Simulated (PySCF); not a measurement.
SMILES [OH][Sn]([CH3])([CH3])[O]C at its GFN2-xTB optimised geometry (Å):

```
16

C     -0.6416     1.4227    -0.6058
O     -1.4180     0.4264     0.0000
Sn    -1.0090    -1.5315     0.0000
C     -1.6667    -2.4610    -1.8916
C     -1.7628    -2.1635     1.9546
O      0.9950    -1.5315     0.0000
H     -0.7893     1.4469    -1.6886
H     -0.9747     2.3731    -0.1849
H      0.4214     1.3005    -0.3979
H     -2.6989    -2.1893    -2.0757
H     -1.5770    -3.5387    -1.8256
H     -1.0392    -2.0860    -2.6942
H     -2.6935    -1.6450     2.1468
H     -1.9235    -3.2350     1.9633
H     -1.0267    -1.8892     2.7017
H      1.4180    -2.3731    -0.1577
```

Calculation: CAM-B3LYP/def2-TZVP, def2 effective core potentials past Kr in PySCF. The core electrons that the potentials of Sn replace are not part of the density.

Map of the Laplacian of the electron density (e/bohr⁵), clipped to [-1.50, 1.50] on the plane z = 0.8 Å:

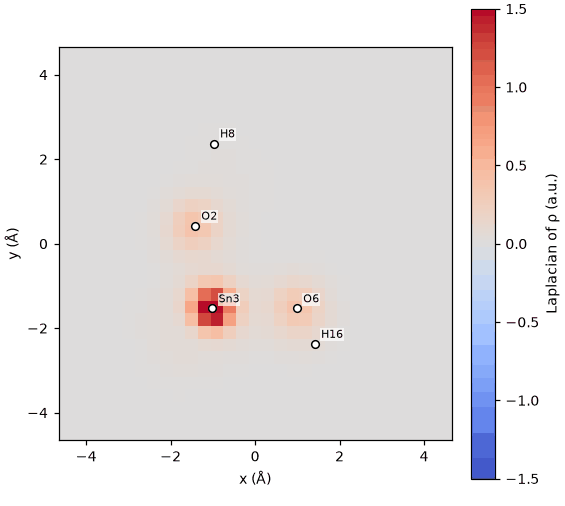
Fig. 1. Laplacian of the electron density (e/bohr⁵), clipped to [-1.50, 1.50] on the plane z = 0.8 Å.
